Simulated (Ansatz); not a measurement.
**Al4AsN3: density, localisation and related maps**

```
N As Al
1.0
   -11.07260    0.00000    0.02703
     0.00000    3.30257    0.00000
     1.02050    0.00000   -5.74560
N As Al
6 2 8
Cartesian
  -9.9811 0.0000 -5.6043
  -4.4448 1.6513 -5.6179
  -5.1127 0.0000 -2.9681
  0.4236 1.6513 -2.9817
  -7.5634 1.6513 -4.2925
  -2.0271 0.0000 -4.3061
  -7.9976 0.0000 -1.3815
  -2.4613 1.6513 -1.3950
  -5.6564 0.0000 -0.9963
  -0.1201 1.6513 -1.0099
  -5.6269 1.6513 -3.9559
  -0.0906 0.0000 -3.9694
  -8.1285 0.0000 -5.1109
  -2.5922 1.6513 -5.1244
  -8.7533 1.6513 -2.8266
  -3.2170 0.0000 -2.8402
```

Space group Cm; started from the ordered alloy on zincblende lattice prototype, which need not be the ambient phase.

Theory: Ansatz 0.2.0, DFT, PBE, plane waves, PAW.

The density is the valence pseudo-density of a PAW calculation; it isn't the true density close to the nuclei.

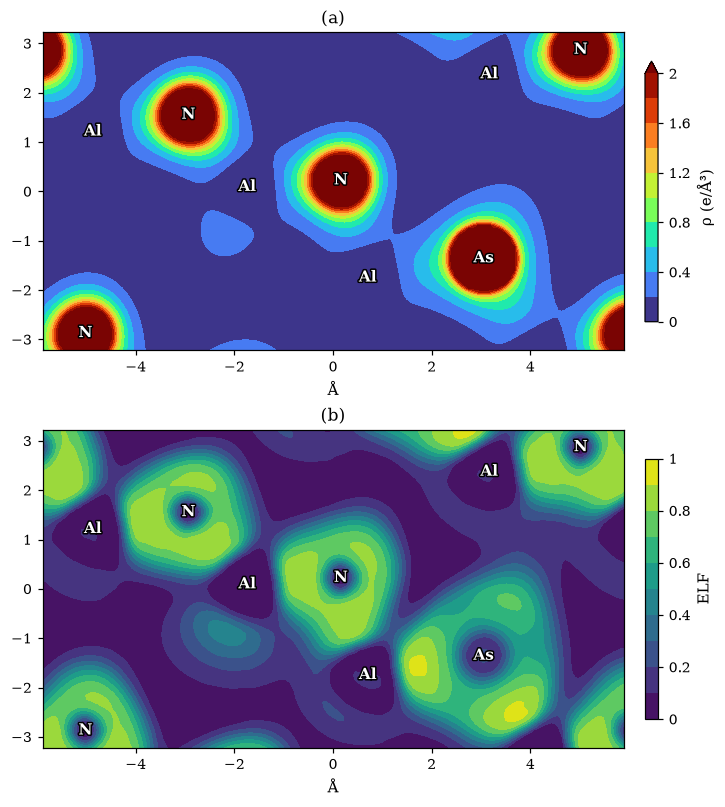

Figure 1. (a) valence pseudo-density; (b) ELF on the (010) plane of the conventional cell.

### Describe what can be read from this map.

Atoms in the plane: N, As and Al.
Al–N (1.89 Å): ρ at the midpoint is about 0.68 e/Å³; the ELF peaks at about 0.85 in the valence shell of N, 0.8 Å from its nucleus, and is about 0.85 at the midpoint.
Al–N (1.97 Å): ρ is about 0.6 e/Å³ halfway; the ELF peaks at about 0.90 in the valence shell of N, 0.8 Å from its nucleus, and is about 0.85 at the midpoint.
Al–As (2.37 Å): ρ is about 0.53 e/Å³ halfway; the ELF peaks at about 0.90 between the atoms; a covalent bond.
Between the atoms the lowest density in this plane is 0.04 e/Å³.

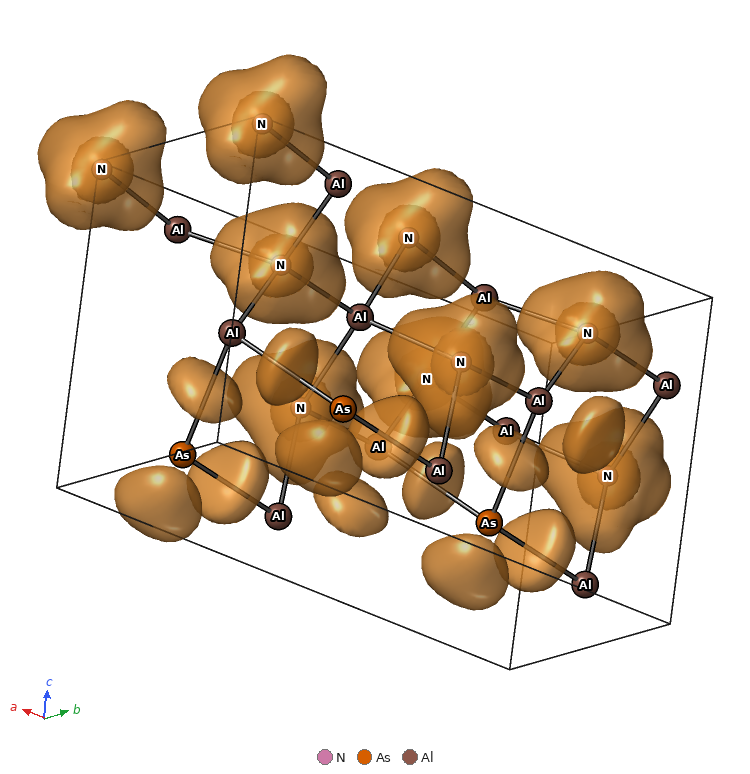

Figure 2. Isosurface of the ELF at 0.75 (orange), seen at an oblique angle. Core shells and regions of very low density are left out. Sticks mark near contacts.

### What do the ELF domains correspond to?

The ELF exceeds this value in eight regions between bonded Al–As atoms (shared pairs) and six regions on N in which the atom's valence shell and bonds are merged, counted in one cell of 16 atoms. Regions shared between cells count once.


 Al–As (2.32 Å): the ELF peaks at about 0.90 between the atoms: a covalent bond.
